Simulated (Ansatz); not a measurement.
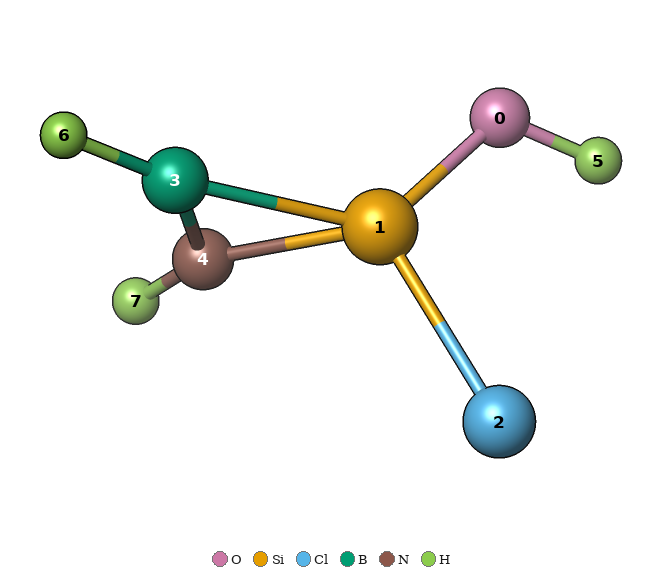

Starting geometry of the run. Atoms are numbered from 0, in the order of the input.

The calculation was set up as follows.

```yaml
crystal:
  periodic: [false, false, false]
  atoms:
    - {symbol: O, position_ang: [0.082251, 0.488275, 1.847675]}
    - {symbol: Si, position_ang: [0.128514, 0.517393, 0.216839]}
    - {symbol: Cl, position_ang: [-0.760996, 2.285597, -0.351247]}
    - {symbol: B, position_ang: [0.932800, -0.755854, -0.935742]}
    - {symbol: N, position_ang: [-0.429018, -0.876953, -0.629094]}
    - {symbol: H, position_ang: [-0.403639, 1.193634, 2.279797]}
    - {symbol: H, position_ang: [1.698478, -1.378888, -1.595804]}
    - {symbol: H, position_ang: [-1.156291, -1.530404, -0.888222]}
basis:
  gaussian: {orbitals: def2-mTZVP, point_charges: [{charge: 0.50, position_ang: [4.679, -0.767, 0.107]}]}
hamiltonian: {xc: {name: rPW86-PBE}}
scf: {lower_state_search: off}
output: {forces: true}
```

It was started with:

```sh
ansatz run in.yaml --threads 2 --pin off --events-out ev --progress --plain --max-ram 4352MiB
```

Output:

```
Functional definition: rPW86-PBE
  name "rPW86-PBE"
  cite "Murray, Lee & Langreth, J. Chem. Theory Comput. 5, 2754 (2009) doi:10.1021/ct900365q"
  cite "Perdew, Burke & Ernzerhof, Phys. Rev. Lett. 77, 3865 (1996) doi:10.1103/PhysRevLett.77.3865"
  parent pbe
  exchange = rpw86_x
  correlation = pbe_c
these checks for a lower state are left out or cut short: stability, starts, cluster_reference, orbital_swaps, neighbouring_geometries, increment
1039 factors; their error is unknown
mean field evaluation 1: about -24676.8153 eV, gradient 9.7e1 eV
mean field evaluation 2: about -24604.9907 eV, gradient 1.9e2 eV
mean field evaluation 4: about -24693.0417 eV, gradient 1.7e1 eV
mean field evaluation 8: about -24693.8202 eV, gradient 1.3e-1 eV
mean field evaluation 16: about -24693.7987 eV, gradient 5.7e-4 eV
mean field -24693.79870182 eV, -907.4803642338 hartree, gradient 5.2e-6 eV, S^2 0.000000; 0 other end points of the search recorded, 0 dependent functions left out
the calculation of the forces begins
reference -24693.79881245 eV, -907.4803682994 hartree; 27, 27 occupied and 88, 88 virtual orbitals, 1039 factors
Total energy: -24693.79881245 eV, -907.4803682994 hartree
Atom 0 at     0.082251     0.488275     1.847675 Å, force     0.443780    -0.600467     0.614896 eV/Å
Atom 1 at     0.128514     0.517393     0.216839 Å, force     0.187055     0.373921    -0.232350 eV/Å
Atom 2 at    -0.760996     2.285597    -0.351247 Å, force    -0.224894     0.547572    -0.225366 eV/Å
Atom 3 at     0.932800    -0.755854    -0.935742 Å, force     0.283707    -0.183392    -0.149150 eV/Å
Atom 4 at    -0.429018    -0.876953    -0.629094 Å, force     0.059818    -0.325515    -0.199584 eV/Å
Atom 5 at    -0.403639     1.193634     2.279797 Å, force    -0.369775     0.522334     0.388611 eV/Å
Atom 6 at     1.698478    -1.378888    -1.595804 Å, force     0.057343    -0.062951    -0.038346 eV/Å
Atom 7 at    -1.156291    -1.530404    -0.888222 Å, force    -0.377625    -0.286731    -0.146836 eV/Å
Dipole moment:    -0.433204    -0.111274     0.073880 e Å
Checks for a lower state left out: stability, starts, cluster_reference, orbital_swaps, neighbouring_geometries, increment
```

The calculation finished and met its thresholds.
